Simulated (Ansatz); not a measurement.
# C2H7FSi2: up Jacob's ladder to CCSD(T)

Aim: compute C2H7FSi2 with functionals from several rungs and with coupled cluster. The yardstick is the atomisation energy at the CCSD(T) limit.

Method: functionals in def2-TZVPP, the program's frozen cores in correlated methods; program: Ansatz 0.2.0, Gaussian basis.

The runs, in order: LDA (SPW92), PBE-D4, revPBE-D4, BLYP-D4, r2SCAN-D4, B97M-V, PBE0-D4, B3LYP-D4, r2SCANh-D4, r2SCAN0-D4, HSE06-D4, BHLYP-D4, CAM-B3LYP-D4, LC-ωPBE, ωB97X-V, ωB97M-V, B2PLYP, PBE-QIDH; CCSD(T)/def2-SVP; CCSD(T)/def2-TZVPP; MP2/def2-QZVPP; extrapolation to the limit; RPA on PBE.

## 1. The relaxed structure

All runs share one geometry, relaxed beforehand with PBE0-D4 in a triple-zeta def2 set.

12 atoms, charge 0, spin multiplicity 1.

Atoms are counted from 1 here; the program's logs count them from 0.

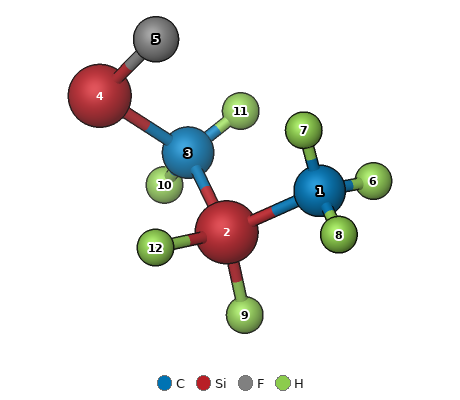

The geometry (carbon blue, silicon red, fluorine grey, hydrogen green); atoms are numbered from 1 in the order of the file.

## 2. LDA

This LDA is Slater exchange with PW92 correlation.

File in.yaml:

```yaml
crystal:
  periodic: [false, false, false]
  atoms:
    - {symbol: C, position_ang: [-1.493517, 0.552860, -0.453061]}
    - {symbol: Si, position_ang: [-0.046404, -0.605042, -0.657413]}
    - {symbol: C, position_ang: [0.983782, -0.686396, 0.922824]}
    - {symbol: Si, position_ang: [2.372620, 0.544512, 0.633709]}
    - {symbol: F, position_ang: [1.520128, 1.918666, 0.806763]}
    - {symbol: H, position_ang: [-2.183360, 0.182011, 0.308704]}
    - {symbol: H, position_ang: [-1.138670, 1.538534, -0.142855]}
    - {symbol: H, position_ang: [-2.044166, 0.663328, -1.389623]}
    - {symbol: H, position_ang: [-0.472423, -1.965578, -1.083179]}
    - {symbol: H, position_ang: [1.387070, -1.693521, 1.059674]}
    - {symbol: H, position_ang: [0.345234, -0.423069, 1.772226]}
    - {symbol: H, position_ang: [0.846806, -0.081305, -1.743772]}
basis:
  gaussian: {orbitals: def2-TZVPP}
hamiltonian: {xc: lda}
output: {orbitals: {seedname: orbitals}}
```

Run with:

```
$ ansatz run in.yaml --threads 4 --pin off --events-out ev --progress --plain --max-ram 10444MiB
```

Further steps of the session: PBE-D4 (GGA); revPBE-D4 (GGA); BLYP-D4 (GGA); r2SCAN-D4 (meta-GGA); B97M-V (meta-GGA); B3LYP-D4 (hybrid); r2SCANh-D4 (hybrid); r2SCAN0-D4 (hybrid); HSE06-D4 (hybrid); BHLYP-D4 (hybrid); CAM-B3LYP-D4 (range-separated); LC-ωPBE (range-separated); ωB97X-V (range-separated); ωB97M-V (range-separated); B2PLYP (double hybrid); PBE-QIDH (double hybrid); CCSD(T) in def2-SVP; CCSD(T) in def2-TZVPP; MP2 in def2-QZVPP; RPA on PBE orbitals.

Before running them: what should the planned runs give, taken together? Wanted: atomisation energy, CCSD(T)/CBS; farthest beyond LDA; mean size of error, GGA; mean size of error, meta-GGA; mean size of error, hybrid; mean size of error, range-separated; mean size of error, double hybrid; gap, smallest and largest; T1 diagnostic.

As calculated:

| quantity | value |
| --- | --- |
| atomisation energy, CCSD(T)/CBS | 1046.5 kcal/mol |
| functionals within 5.2 kcal/mol (0.5 %) | r2SCAN-D4, B97M-V, PBE0-D4, B3LYP-D4, HSE06-D4, CAM-B3LYP-D4, ωB97X-V, ωB97M-V |
| farthest beyond LDA | BHLYP-D4 (-24.0 kcal/mol) |
| mean size of error, GGA | 9.5 kcal/mol |
| mean size of error, meta-GGA | 2.3 kcal/mol |
| mean size of error, hybrid | 9.0 kcal/mol |
| mean size of error, range-separated | 4.4 kcal/mol |
| mean size of error, double hybrid | 11.8 kcal/mol |
| gap, smallest and largest | 2.67 eV (LDA (SPW92)), 9.43 eV (LC-ωPBE) |
| T1 diagnostic | 0.0130 |
| triples share of the correlation energy | 3.6 % |

In words: The LDA atomisation energy is off by 129.3 kcal/mol (12 %): it overbinds. PBE-D4 is off by +7.6 kcal/mol. Double hybrids carry the basis error of their MP2 part in triple zeta, and no dispersion term here, so their miss is partly the set-up's. The rungs meta-GGA, range-separated miss on average by less than the doubt on the reference (5.2 kcal/mol), so they tie. The reference freezes the cores and leaves out relativity and excitations past (T), so misses under about 5.2 kcal/mol can't be ranked. Hartree-Fock recovers 75 % of the binding; the rest is correlation. CCSD(T) in def2-SVP is off by -63.5 kcal/mol, worse than the median functional, from the basis alone. Orbital gaps span 2.7 to 9.4 eV; exact exchange widens them. The restricted reference is unstable towards a spin-broken one.
